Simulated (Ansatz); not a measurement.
All values below come from PBE (plane waves to 420 eV, PAW; Ansatz, a program for electronic structure).

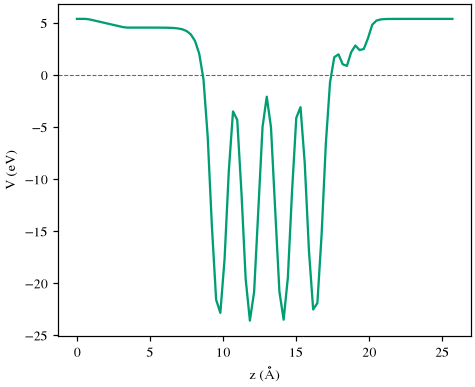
*Plane-averaged electrostatic potential energy along the normal, in eV from the Fermi level, for CO on the 1x1 (110) surface of bcc Mo, one in a 2x2 cell, started at the site 'top Mo'*

Set-up: 18 atoms, 6.5 Å thick at the start under the adsorbate (thin: gaps and levels are the slab's own); mesh 6x6x1; 0.1 eV smearing; dipole correction on; 8 atoms held, the rest relaxed; start symmetry kept, larger cells not searched; no spin, no spin-orbit, no U, no dispersion correction. At the end it is bonded to Mo. In PBE this state lies 0.10 eV over the lowest of the starts that converged ('hollow Mo-Mo-Mo').

The vacuum level lies 5.38 eV above the Fermi level over the top face and 4.54 eV above it under the bottom face.
